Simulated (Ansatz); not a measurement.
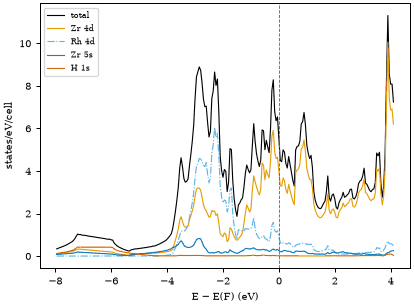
*Total and projected density of states of Zr3HRh in space group Pm-3m (No. 221; Rh on 1a, Zr on 3c, H on 1b), the program Ansatz at the PBEsol level (PAW)*

Problem. Which orbitals carry the states next to the Fermi level?

Solution. Within 0.5 eV of the Fermi level: Zr 4d 73 %, Rh 4d 15 %. Projections are on Löwdin-orthogonalised atomic valence shells; empty p or d shells of many metals are not among them.

Problem. Where is the tallest occupied peak in this window, and what makes it?

Solution. Near -2.8 eV, about 8.9 states/eV per cell; the largest projected share is Rh 4d.

The start of the workflow was typed in or built on a structure type; neither database checked (COD, Materials Project) lists it. Its standing as an ambient phase is unchecked. Symmetry was held in the PBEsol relaxation. At this level the phase is mechanically unstable. The run is not spin-polarised. Scalar-relativistic: spin–orbit coupling is off unless named, which matters more the heavier the elements.

Potentials: the earlier of the program's two PAW sets. The files were generated under PBE; for other functionals the program regenerates the frozen cores, and for LDA and PBEsol the local potential too.
